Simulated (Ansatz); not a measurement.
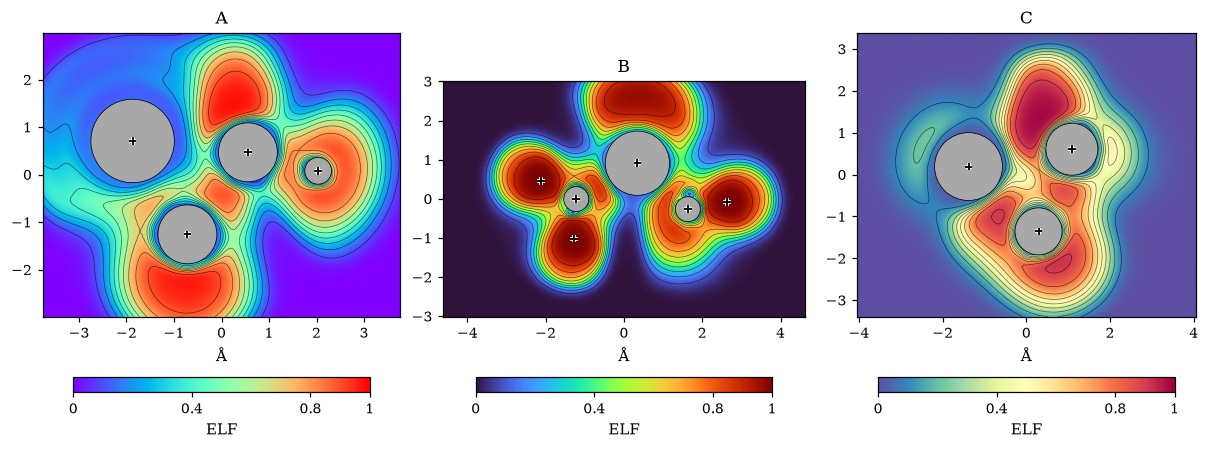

The ELF of 3 systems, each on a plane through atoms (crosses mark nuclei in the plane; grey discs cover the cores).

The calculation used isolated molecule in a Gaussian basis; Kohn-Sham density functional theory, functional PBE0 (Ansatz).

System 1: OP$_{2}$Zn, the molecular plane. Geometry: PBE-D3(BJ)/def2-SVP.

```
atom    x (Å)    y (Å)    z (Å)
   O  -3.3377   0.5815  -2.5762
   P  -2.2447   0.9176  -1.5615
   P  -0.8964  -0.7249  -1.2765
  Zn  -0.3723   1.0955  -0.0103
```

System 2: AlH$_{4}$PS, the plane of atoms Al1, P2 and S3. Geometry: B3LYP-D3(BJ)/def2-SVP.

```yaml
atoms:
  - { symbol: Al, position_ang: [-0.8709, 2.0944, -1.2521] }
  - { symbol: P, position_ang: [0.3859, -0.0562, -1.5088] }
  - { symbol: S, position_ang: [0.7291, 1.5915, -2.7942] }
  - { symbol: H, position_ang: [-2.3782, 1.8975, -1.6796] }
  - { symbol: H, position_ang: [-0.4061, 2.8425, 0.0585] }
  - { symbol: H, position_ang: [0.1294, -1.1697, -2.3525] }
  - { symbol: H, position_ang: [1.6582, -0.4372, -1.0053] }
```

System 3: GeH$_{3}$N$_{2}$ (SMILES [NH]=[Ge][NH2]) (doublet), the molecular plane. Geometry: r2SCAN-D4/def2-SVP.

```yaml
atoms:
  - { symbol: Ge, position_ang: [-0.2332, -1.5788, -0.1050] }
  - { symbol: N, position_ang: [1.0733, -0.4805, 0.5118] }
  - { symbol: N, position_ang: [-1.3489, -0.5869, -1.0129] }
  - { symbol: H, position_ang: [1.8144, -0.8187, 1.1147] }
  - { symbol: H, position_ang: [-2.2589, -0.8827, -1.3702] }
  - { symbol: H, position_ang: [0.9778, 0.5312, 0.5161] }
```

### Match each panel to its system.

Panel A is system 1, OP$_{2}$Zn: the plane holds O, P and Zn. P–O (1.53 Å): the ELF peaks at about 0.80 between the atoms, as expected for a short, strongly polar bond. Panel B is system 3, GeH$_{3}$N$_{2}$: the plane holds Ge, N and H. Ge–N (1.75 Å): the ELF peaks at about 0.80 in the valence shell of N, 0.6 Å from its nucleus, and is about 0.35 at the midpoint. Panel C is system 2, AlH$_{4}$PS: the plane holds Al, P and S. P–S (2.12 Å): the ELF peaks at about 0.85 between the atoms; a covalent bond.
